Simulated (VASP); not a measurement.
Band structure of FeS$_{2}$ (space group Pnnm). Method: modified Becke-Johnson potential (mBJ), VASP's PBE PAW potentials (set 64) (plane waves; VASP).

mBJ is a potential without an energy functional, so only the levels count.

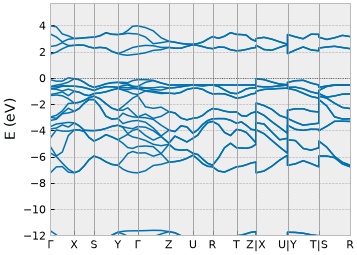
Figure. Bands along high-symmetry lines, zero at the valence-band maximum or, without a gap, the Fermi level

### Question
Read the plot: is there a gap, and where are the band edges?

### Answer
The gap is indirect, 1.72 eV, from the valence maximum at Γ-X at 0.75 to the conduction minimum at (0.00, 0.25, 0.00).

The structure comes from a computed database's FeS2 entry (Pnnm); how it stands against other phases isn't given here. It was relaxed first. The cell's shape comes from a PBE relaxation. The run is not spin-polarised, so no magnetic state was tried.
